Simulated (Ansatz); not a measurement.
# Bands, cutoff and cost in G0W0 for H6PbCBr3N (Pm)

Wanted: a G0W0 gap for H6PbCBr3N (Pm) that is converged in bands and cutoff, or an estimate of the limit.

Calculated with Ansatz 0.2.0; G0W0 on r2SCAN, plane waves, PAW.

**1. The starting structure**

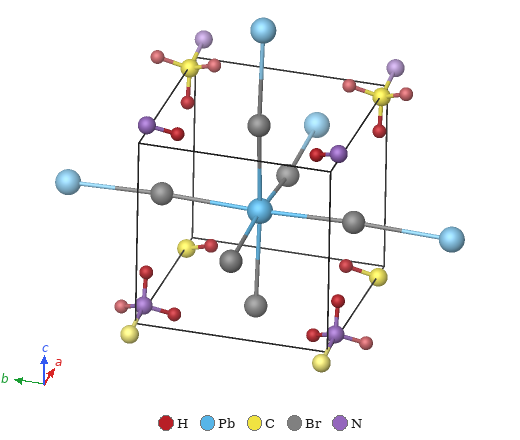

The cell as given, from a free direction (hydrogen red, lead blue, carbon yellow, bromine grey, nitrogen purple). Some periodic images of atoms are drawn too.

The cell and positions are those that the Materials Project relaxed with its own functionals (PBE, PBE+U or r2SCAN), kept fixed. Spin-orbit coupling is left out unless a step names it. The default PAW set here is soft_2. Its files were made with PBE.

**2. 153 empty bands, screening to 45 eV**

Now the one-shot GW correction: screening in the RPA, then the self-energy of the levels asked for.

Contents of input.yaml:

```yaml
crystal:
  lattice:
    - [6.038531, 0.0, 0.0]
    - [0.0, 6.05968, 0.0]
    - [-0.007679, 0.0, 6.128174]
  atoms:
    - { symbol: H, position: [0.218258, 0.862101, 0.96819] }
    - { symbol: H, position: [0.177786, 0.0, 0.198636] }
    - { symbol: H, position: [0.825095, 0.851944, 0.061619] }
    - { symbol: H, position: [0.869341, 0.0, 0.811715] }
    - { symbol: H, position: [0.825095, 0.148056, 0.061619] }
    - { symbol: H, position: [0.218258, 0.137899, 0.96819] }
    - { symbol: Pb, position: [0.475266, 0.5, 0.477994] }
    - { symbol: C, position: [0.897311, 0.0, 0.98852] }
    - { symbol: Br, position: [0.430028, 0.5, 0.972748] }
    - { symbol: Br, position: [0.434852, 0.0, 0.512708] }
    - { symbol: Br, position: [0.966538, 0.5, 0.440736] }
    - { symbol: "N", position: [0.140606, 0.0, 0.032465] }
kpoints:
  mp_grid: { grid: [2, 2, 2] }
hamiltonian:
  xc: r2scan
scf:
  occupations: { method: fixed }
gw:
  n_empty_bands: 153
  ecut_chi: 45
  qp_bands: [v4, c4]
  qp_kpoints: band_edges
  screening: { model: contour_deformation }
```

Started as:

```
> ansatz run input.yaml --threads 3 --pin off --max-ram 92160MiB --backend cuda --events-out ev --progress --plain --runs-dir out --devices 1 --max-vram 13GiB  # rebuilt from the run's record
```

Numbers of over 12 decimals in the logs are rounded to 6 here.

The program printed:

```text
GPUs: using 1 of 1 available (devices: 1).
Engine: ansatz 0.2.0, x86_64-unknown-linux-gnu
Pseudopotentials: kind: paw
Pseudopotential: H, paw, valence charge 1, recommended cutoff 500 eV (meta_gga), H.paw.azcp
Pseudopotential: Pb, paw, valence charge 14, recommended cutoff 500 eV (meta_gga), Pb.paw.azcp
Pseudopotential: C, paw, valence charge 4, recommended cutoff 500 eV (meta_gga), C.paw.azcp
Pseudopotential: Br, paw, valence charge 7, recommended cutoff 500 eV (meta_gga), Br.paw.azcp
Pseudopotential: N, paw, valence charge 5, recommended cutoff 500 eV (meta_gga), N.paw.azcp
Functional definition: r2SCAN
  parameter k0 = 0.174
  parameter k1 = 0.065
  parameter a1 = 4.9479
  exchange = r2scan_x(k0 = k0, k1 = k1, a1 = a1)
  correlation = r2scan_c
device memory: the entry about to start is reckoned to put 3.0 GiB on a device that reports 61.8 GiB free (of which the cap on the GPU budget leaves the run 13.0 GiB)
GPU FFT provider: cuFFT
GPU libraries: cuBLAS 13.8.2, cuFFT 12.4.0, cuSOLVER 12.3.4
Crystal: 12 atoms, lattice volume = 224.239 Å³
Basis set: ecut = 500 eV, 5671 PW (Γ), exchange–correlation on 180×180×180 points (64 copies of the dense FFT grid, shifted against one another)
Bands: 37, of which v1, the nominal top of the filled ones, is band 25 counted from 1 (24 counted from 0)
Symmetry: 2 space group operations
Space group: Pm (ITA 6), of the structure as read, at distance tolerance 6.1e-5 Å
k-points: 8
Non-local potential: H, projectors of the file, l = 0: 2, l = 1: 1
Non-local potential: Pb, projectors of the file, l = 0: 2, l = 1: 2, l = 2: 2, l = 3: 2
Non-local potential: C, projectors of the file, l = 0: 2, l = 1: 2, l = 2: 1
Non-local potential: Br, projectors of the file, l = 0: 2, l = 1: 2, l = 2: 2
Non-local potential: N, projectors of the file, l = 0: 2, l = 1: 2, l = 2: 1
PAW form: soft (Blöchl's): semilocal exchange-correlation on the pseudo side does not see the compensation charge
PAW frozen core: Pb, regenerated for the run's functional (the file was generated under x = pbe(κ = 0.804, μ = 0.219515), c = pbe(β = 0.066725))
PAW frozen core: C, regenerated for the run's functional (the file was generated under x = pbe(κ = 0.804, μ = 0.219515), c = pbe(β = 0.066725))
PAW frozen core: Br, regenerated for the run's functional (the file was generated under x = pbe(κ = 0.804, μ = 0.219515), c = pbe(β = 0.066725))
PAW frozen core: N, regenerated for the run's functional (the file was generated under x = pbe(κ = 0.804, μ = 0.219515), c = pbe(β = 0.066725))
PAW one-centre angular grid: H, 302 points (default); XC on 160 Gauss nodes
PAW one-centre angular grid: Pb, 590 points (default); XC on 160 Gauss nodes
PAW one-centre angular grid: C, 302 points (default); XC on 239 of its mesh's 2573 points in the sphere
PAW one-centre angular grid: Br, 302 points (default); XC on 160 Gauss nodes
PAW one-centre angular grid: N, 302 points (default); XC on 160 Gauss nodes
Initial density: superposition of atomic densities (neutral atoms: chi_scale 0, normalization atom), corrected by the library's trained network
Initial wavefunctions: pseudopotential atomic-orbital guess
GPU buffer pool allocated for 91125 grid points (all kernels)
GPU transforms: local potential and band sums: pruned to the plane-wave sphere, on 45×45×45
Functional: x = r2scan, c = r2scan; τ floored in thin density (d = 2e-4 eV/Å³)
SCF iter   1: F=—  HF=-21038.150915 eV  |F-HF|=—  |Δ(HF+E_count)|=         —  Δρ=5.47e-3  dr2=1.01e-1  dr2_τ=4.48e-1  ethr=1.77e-3  ⟨swp⟩=5.1  Hψ=1204  notcnv=0  defer=73
preconditioner: auto → Resta (q_TF=auto, 2.125 Å⁻¹)  ε∞=2.3  [insulator: Δε(μ)=2.513 eV  Ē_g=15.005 eV  n_scr=32 (ndim 8)  ℏωp=17.2 eV  f_vac=0.110  ε∞_Penn≈2.3]
SCF iter   2: F=—  HF=-21037.954875 eV  |F-HF|=—  |Δ(HF+E_count)|=   1.96e-1  Δρ=2.68e-3  dr2=2.05e-2  dr2_τ=7.72e-4  ethr=2.03e-4  ⟨swp⟩=2.5  Hψ=513  notcnv=0  defer=76
SCF iter   3: F=—  HF=-21037.951643 eV  |F-HF|=—  |Δ(HF+E_count)|=   3.23e-3  Δρ=5.88e-4  dr2=9.87e-4  dr2_τ=7.64e-5  ethr=4.09e-5  ⟨swp⟩=3.2  Hψ=398  notcnv=0  defer=80
SCF iter   4: F=—  HF=-21037.951766 eV  |F-HF|=—  |Δ(HF+E_count)|=   1.23e-4  Δρ=2.34e-4  dr2=1.35e-4  dr2_τ=2.54e-5  ethr=1.97e-6  ⟨swp⟩=2.0  Hψ=449  notcnv=0  defer=80
SCF iter   5: F=—  HF=-21037.951756 eV  |F-HF|=—  |Δ(HF+E_count)|=   1.07e-5  Δρ=5.23e-5  dr2=7.27e-6  dr2_τ=3.77e-7  ethr=2.70e-7  ⟨swp⟩=2.4  Hψ=418  notcnv=0  defer=80
SCF iter   6: F=—  HF=-21037.951761 eV  |F-HF|=—  |Δ(HF+E_count)|=   5.18e-6  Δρ=2.75e-5  dr2=1.50e-6  dr2_τ=2.01e-7  ethr=1.45e-8  ⟨swp⟩=2.0  Hψ=459  notcnv=0  defer=71
SCF iter   7: F=—  HF=-21037.951761 eV  |F-HF|=—  |Δ(HF+E_count)|=   9.67e-8  Δρ=6.29e-6  dr2=1.20e-7  dr2_τ=1.30e-8  ethr=3.00e-9  ⟨swp⟩=2.0  Hψ=404  notcnv=0  defer=71
SCF iter   8: F=-21037.951761 eV  HF=-21037.951761 eV  |F-HF|=9.92e-9  |Δ(HF+E_count)|=   9.77e-8  Δρ=1.34e-6  dr2=6.00e-9  dr2_τ=2.17e-10  ethr=2.00e-10  ⟨swp⟩=13.4  Hψ=1949  notcnv=0
SCF 1 converged in 8 iterations: F = -21037.951761 eV  dr2 = 6.00e-9
  greatest PAW one-centre occupation: 0.982 electrons in one spin orbital (limit 2), on the Pb atom at site 6 (counted from 0), in its partial waves of l = 2
device memory: the entry about to start is reckoned to put 3.8 GiB on a device that reports 61.5 GiB free (of which the cap on the GPU budget leaves the run 13.0 GiB)
NSCF: frozen V_eff on 8 k-points
the band table was solved once the SCF had ended and its energy, with any forces and stress, was formed, with the checks that follow a solve (1330 applications of the Hamiltonian). They found nothing against the state; the energy, forces and stress were not computed again (output.eigenvalues in the input reference)
device memory: the entry about to start is reckoned to put 2.7 GiB on a device that reports 61.5 GiB free (of which the cap on the GPU budget leaves the run 13.0 GiB)
NSCF: frozen V_eff on 8 k-points
G₀W₀ screening: q 1/8
[... further progress lines ...]
device memory: the entry about to start is reckoned to put 0.8 GiB on a device that reports 61.2 GiB free (of which the cap on the GPU budget leaves the run 13.0 GiB)
NSCF: frozen V_eff on 1 k-points
device memory: the entry about to start is reckoned to put 0.8 GiB on a device that reports 61.2 GiB free (of which the cap on the GPU budget leaves the run 13.0 GiB)
NSCF: frozen V_eff on 1 k-points
SCF converged after 8 iterations
Free energy (F): -21037.951761 eV
Harris-Foulkes:  -21037.951761 eV  (|F-HF|=9.92e-9)
Internal energy: -21037.951761 eV  (E = F + TS)
E sigma→0 (E₀):  -21037.951761 eV
Fermi energy:    1.317335 eV
--- Per-component energies (eV) ---
  E_band       = -374.120857
  E_kinetic    = 991.790633
  E_local      = -3158.844380  (includes V_loc(G=0)·N_el)
  E_nonlocal   = 642.442990
  E_hartree    = 1111.688000
  E_xc         = -1121.065244
  E_vxc        = -715.099622  (∫ρ·V_xc dr)
  E_paw        = -17473.681269  (= ΣΔE_a)
  E_vpaw       = -399.414291  (= ΣTr[D̂ρ^β])
  E_aug_tail   = -0.002800  (compensation charges beyond the density's cutoff)
  E_vtau       = 41.630208  (kinetic-family band-sum trace: ∫τ·v_τ [+ j·A + Jᵃ·Aᵃ] dr)
  E_ewald      = -2030.716275
  E_core_change = 0.436583  (= ΣΔE_core)
  E_smearing   = -0.000000  (= −TS)
  E_closure    = -0.000000  (closes the sum)
  Σ components = -21037.951761   (vs F -21037.951761, Δ=0.00e0)
--- Band table (eV; the first three rows and the last of 8) ---
  k-point 0: bands = [... 21 lower, -0.2226, -0.1160, 0.1933, 0.2134, 5.8321, 6.9206, 7.0236, 7.5237, ... 8 higher]
  k-point 1: bands = [... 21 lower, -0.1103, -0.0638, 0.1830, 0.2599, 4.4703, 6.8545, 7.0180, 7.2330, ... 8 higher]
  k-point 2: bands = [... 21 lower, -0.0996, -0.0113, 0.1777, 0.2646, 4.5566, 6.6283, 7.1906, 7.2544, ... 8 higher]
  k-point 7: bands = [... 21 lower, -0.0217, 0.4163, 0.4179, 1.3173, 3.7369, 3.7567, 3.9744, 7.0654, ... 8 higher]
--- G₀W₀: contour deformation, 6 samples at zero and on the imaginary axis and 1 off it, 8 q-points, 153 empty bands' worth ---
  eigenvalues of the whole cell's RPA ε∞ on this k-mesh (on a slab, of 1 + 4πα/V) = 5.0102, 5.3250, 5.9938; static W/v taken at q = 0 is 0.183747
  gw.qp_kpoints: band_edges: 8 of 8 stored k-points solved, in 1 pass; an edge of the gap read off the rows below is read off those points alone
    ik  band        ε_KS         Σx   Σc(E_QP)       V_xc       Z   E_QP_lin       E_QP  E_QP is
     0    22     -0.2226   -19.0598     3.0371   -15.4921  0.7519    -0.7607    -0.7531  root
     0    23     -0.1160   -19.1095     2.9895   -15.6245  0.7520    -0.6182    -0.6116  root
     0    24      0.1933   -19.0750     3.0320   -15.5395  0.7479    -0.3173    -0.3102  root
     0    25      0.2134   -19.0781     3.0247   -15.5554  0.7476    -0.2916    -0.2846  root
     0    26      5.8321    -4.0799    -3.2752    -7.7703  0.8153     6.2507     6.2473  root
     0    27      6.9206    -8.3073    -3.5886   -12.6531  0.7604     7.7006     7.6778  root
     0    28      7.0236    -7.8590    -3.5902   -12.1899  0.7652     7.7857     7.7643  root
     0    29      7.5237    -4.0557    -3.2935    -7.8044  0.8016     7.9838     7.9789  root
     1    22     -0.1103   -18.7879     2.9302   -15.3490  0.7486    -0.6263    -0.6189  root
     1    23     -0.0638   -19.2756     3.0155   -15.7634  0.7529    -0.5671    -0.5606  root
     1    24      0.1830   -19.0299     3.0262   -15.4981  0.7478    -0.3298    -0.3226  root
     1    25      0.2599   -19.4271     2.6002   -16.4788  0.7613    -0.0911    -0.0882  root
     1    26      4.4703    -8.5449    -3.2441   -12.5557  0.7804     5.2514     5.2369  root
     1    27      6.8545    -8.9045    -3.5624   -13.2855  0.7542     7.6941     7.6730  root
     1    28      7.0180    -5.8509    -3.4176    -9.8850  0.7880     7.6450     7.6344  root
     1    29      7.2330    -4.9759    -3.4261    -9.0590  0.8056     7.8995     7.8901  root
     2    22     -0.0996   -19.3044     3.0262   -15.7788  0.7539    -0.6055    -0.5990  root
     2    23     -0.0113   -18.6643     3.0112   -15.1086  0.7476    -0.5643    -0.5558  root
     2    24      0.1777   -19.2407     2.9034   -15.8823  0.7514    -0.2829    -0.2773  root
     2    25      0.2646   -19.5066     2.6182   -16.5451  0.7599    -0.0816    -0.0787  root
     2    26      4.5566    -8.5802    -3.2657   -12.6332  0.7802     5.3591     5.3437  root
     2    27      6.6283    -8.5151    -3.4973   -12.7848  0.7633     7.4211     7.4006  root
     2    28      7.1906    -8.3839    -3.5757   -12.7354  0.7558     7.9888     7.9664  root
     2    29      7.2544    -4.8518    -3.4107    -8.9069  0.8068     7.9077     7.8988  root
[...]
7    22     -0.0217   -19.4000     2.9684   -15.9523  0.7563    -0.5067    -0.5009  root
     7    23      0.4163   -19.4580     2.9943   -15.9890  0.7525    -0.0643    -0.0583  root
     7    24      0.4179   -19.4598     2.9919   -15.9973  0.7524    -0.0585    -0.0527  root
     7    25      1.3173   -19.5351     1.9812   -17.3990  0.7761     1.1620     1.1624  root
     7    26      3.7369    -7.5029    -3.1799   -11.3304  0.7899     4.3935     4.3845  root
     7    27      3.7567    -7.4702    -3.1868   -11.3121  0.7906     4.4209     4.4117  root
     7    28      3.9744    -7.6829    -3.1676   -11.5160  0.7905     4.6495     4.6399  root
     7    29      7.0654    -4.0096    -3.4286    -8.0346  0.8110     7.6690     7.6617  root
```

Run time: 8.2 s. Hardware: 1 × NVIDIA H100 80GB HBM3 (shared by 6 runs) with 3 threads of AMD EPYC 7R13 (Zen 3), shared host; peak memory 1.5 GiB; 16 s of CPU time.

Numbers from this step:

```yaml
bands_summed: 178
rpa_eps_infinity_on_this_mesh_eigenvalues: 5.010, 5.325, 5.994
plane_waves_in_the_screening_matrix: 159
q_points_in_the_mesh: 8
g0w0_gap_on_the_mesh: 3.222 eV
k_of_the_valence_top: -0.5, -0.5, -0.5
k_of_the_conduction_bottom: -0.5, -0.5, -0.5
starting_gap_on_the_mesh: 2.420 eV
z_at_the_valence_top: 0.7761
z_at_the_conduction_bottom: 0.7899
least_direct_g0w0_gap_on_the_computed_points: 3.222 eV
```

The gap on the mesh goes from 2.42 eV to 3.22 eV, a correction of +0.80 eV. Between the two edge states, bare exchange in place of the xc potential would open the gap by 5.96 eV, and correlation takes back 5.16 eV.

**3. 434 empty bands, screening to 90 eV**

Bands and screening cutoff are moved together, since each hides the error of the other.

input.yaml: that of step 2 with these lines changed.

```diff
@@ -25,4 +25,4 @@
 gw:
-  n_empty_bands: 153
-  ecut_chi: 45
+  n_empty_bands: 434
+  ecut_chi: 90
   qp_bands: [v4, c4]
```

The program printed:

```text
GPUs: using 1 of 1 available (devices: 1).
[...]
GPU FFT provider: cuFFT
GPU libraries: cuBLAS 13.8.2, cuFFT 12.4.0, cuSOLVER 12.3.4
Crystal: 12 atoms, lattice volume = 224.239 Å³
Basis set: ecut = 500 eV, 5671 PW (Γ), exchange–correlation on 180×180×180 points (64 copies of the dense FFT grid, shifted against one another)
Bands: 37, of which v1, the nominal top of the filled ones, is band 25 counted from 1 (24 counted from 0)
Symmetry: 2 space group operations
[...]
k-points: 8
[...]
GPU buffer pool allocated for 91125 grid points (all kernels)
[...]
SCF iter   1: F=—  HF=-21038.150915 eV  |F-HF|=—  |Δ(HF+E_count)|=         —  Δρ=5.47e-3  dr2=1.01e-1  dr2_τ=4.48e-1  ethr=1.77e-3  ⟨swp⟩=5.1  Hψ=1204  notcnv=0  defer=73
[...]
SCF iter   8: F=-21037.951761 eV  HF=-21037.951761 eV  |F-HF|=9.92e-9  |Δ(HF+E_count)|=   9.77e-8  Δρ=1.34e-6  dr2=6.00e-9  dr2_τ=2.17e-10  ethr=2.00e-10  ⟨swp⟩=13.4  Hψ=1949  notcnv=0
SCF 1 converged in 8 iterations: F = -21037.951761 eV  dr2 = 6.00e-9
[...]
NSCF: frozen V_eff on 8 k-points
[...]
G₀W₀ screening: q 1/8
[... further progress lines ...]
[...]
SCF converged after 8 iterations
Free energy (F): -21037.951761 eV
[...]
Internal energy: -21037.951761 eV  (E = F + TS)
E sigma→0 (E₀):  -21037.951761 eV
Fermi energy:    1.317335 eV
[...]
--- Band table (eV; the first three rows and the last of 8) ---
  k-point 0: bands = [... 21 lower, -0.2226, -0.1160, 0.1933, 0.2134, 5.8321, 6.9206, 7.0236, 7.5237, ... 8 higher]
  k-point 1: bands = [... 21 lower, -0.1103, -0.0638, 0.1830, 0.2599, 4.4703, 6.8545, 7.0180, 7.2330, ... 8 higher]
  k-point 2: bands = [... 21 lower, -0.0996, -0.0113, 0.1777, 0.2646, 4.5566, 6.6283, 7.1906, 7.2544, ... 8 higher]
  k-point 7: bands = [... 21 lower, -0.0217, 0.4163, 0.4179, 1.3173, 3.7369, 3.7567, 3.9744, 7.0654, ... 8 higher]
[...]
0    22     -0.2226   -19.0598     2.7582   -15.4921  0.7464    -1.0507    -1.0321  root
     0    23     -0.1160   -19.1095     2.7073   -15.6245  0.7462    -0.9109    -0.8938  root
     0    24      0.1933   -19.0750     2.7500   -15.5395  0.7421    -0.6106    -0.5923  root
     0    25      0.2134   -19.0781     2.7451   -15.5554  0.7417    -0.5823    -0.5642  root
     0    26      5.8321    -4.0799    -3.3700    -7.7703  0.8136     6.1544     6.1525  root
     0    27      6.9206    -8.3073    -3.8645   -12.6531  0.7600     7.4106     7.4019  root
     0    28      7.0236    -7.8590    -3.8572   -12.1899  0.7649     7.5062     7.4973  root
     0    29      7.5237    -4.0557    -3.4395    -7.8044  0.8006     7.8351     7.8329  root
[...]
7    26      3.7369    -7.5029    -3.4199   -11.3304  0.7882     4.1479     4.1445  root
     7    27      3.7567    -7.4702    -3.4284   -11.3121  0.7889     4.1736     4.1701  root
     7    28      3.9744    -7.6829    -3.4141   -11.5160  0.7886     4.3970     4.3935  root
     7    29      7.0654    -4.0096    -3.5557    -8.0346  0.8090     7.5390     7.5346  root
```

Run time: 11 s. Hardware: 1 × NVIDIA H100 80GB HBM3 (shared by 6 runs) with 3 threads; peak memory 1.9 GiB; 22 s of CPU time.

This step gave:

```
bands summed                                 : 459
RPA ε∞ on this mesh (eigenvalues)            : 4.974, 5.265, 5.900
plane waves in the screening matrix          : 457
q-points in the mesh                         : 8
G0W0 gap on the mesh                         : 3.374 eV
k of the valence top                         : -0.5, -0.5, -0.5
k of the conduction bottom                   : -0.5, -0.5, -0.5
starting gap on the mesh                     : 2.420 eV
Z at the valence top                         : 0.7700
Z at the conduction bottom                   : 0.7882
least direct G0W0 gap on the computed points : 3.374 eV
```

Against the run with 2×2×2 mesh, 153 empty bands, screening to 45 eV, the gap moves by +0.15 eV.

**4. 935 empty bands, screening to 150 eV**

input.yaml: that of step 3 with these lines changed.

```diff
@@ -25,4 +25,4 @@
 gw:
-  n_empty_bands: 434
-  ecut_chi: 90
+  n_empty_bands: 935
+  ecut_chi: 150.0
   qp_bands: [v4, c4]
```

The program printed:

```text
GPUs: using 1 of 1 available (devices: 1).
[...]
GPU FFT provider: cuFFT
GPU libraries: cuBLAS 13.8.2, cuFFT 12.4.0, cuSOLVER 12.3.4
Crystal: 12 atoms, lattice volume = 224.239 Å³
Basis set: ecut = 500 eV, 5671 PW (Γ), exchange–correlation on 180×180×180 points (64 copies of the dense FFT grid, shifted against one another)
Bands: 37, of which v1, the nominal top of the filled ones, is band 25 counted from 1 (24 counted from 0)
[...]
0    29      7.5237    -4.0557    -3.5142    -7.8044  0.8004     7.7595     7.7583  root
[...]
7    26      3.7369    -7.5029    -3.5443   -11.3304  0.7876     4.0217     4.0201  root
     7    27      3.7567    -7.4702    -3.5517   -11.3121  0.7883     4.0486     4.0469  root
     7    28      3.9744    -7.6829    -3.5428   -11.5160  0.7880     4.2664     4.2648  root
     7    29      7.0654    -4.0096    -3.6192    -8.0346  0.8084     7.4744     7.4712  root
[key lines of the parts left out:]
SCF converged after 8 iterations
Free energy (F): -21037.951761 eV
Fermi energy:    1.317335 eV
```

Wall time 32 s (1 × NVIDIA H100 80GB HBM3 (shared by 6 runs) with 3 threads); peak memory 3.1 GiB; 45 s of CPU time.

Numbers from this step:

- bands summed: 960
- RPA ε∞ on this mesh (eigenvalues): 4.966, 5.257, 5.889
- plane waves in the screening matrix: 933
- G0W0 gap on the mesh: 3.506 eV
- k of the valence top: -0.5, -0.5, -0.5
- k of the conduction bottom: -0.5, -0.5, -0.5
- starting gap on the mesh: 2.420 eV
- least direct G0W0 gap on the computed points: 3.506 eV

Against the run with 2×2×2 mesh, 434 empty bands, screening to 90 eV, the gap moves by +0.13 eV.

(Part 1 of 2 ends here.)

[Paths, hosts, dates, memory and timing lines, banners, echoed tables and standing remarks are left out of the program output.]

[Logs are printed without paths, hosts, clocks, repeated set-up lines and the standing remarks that a program may print on its own settings, such as how far it seeks lower states.]

[Runs of the session that timed out or met a known fault of the program may be left out.]

[Cells called generated may have been cut or substituted from an entry of the Crystallography Open Database or the Materials Project.]

[Hosts, paths, dates, database ids (printed as entryN), source tags and the programs' standing remarks are cut or masked in the printed files.]
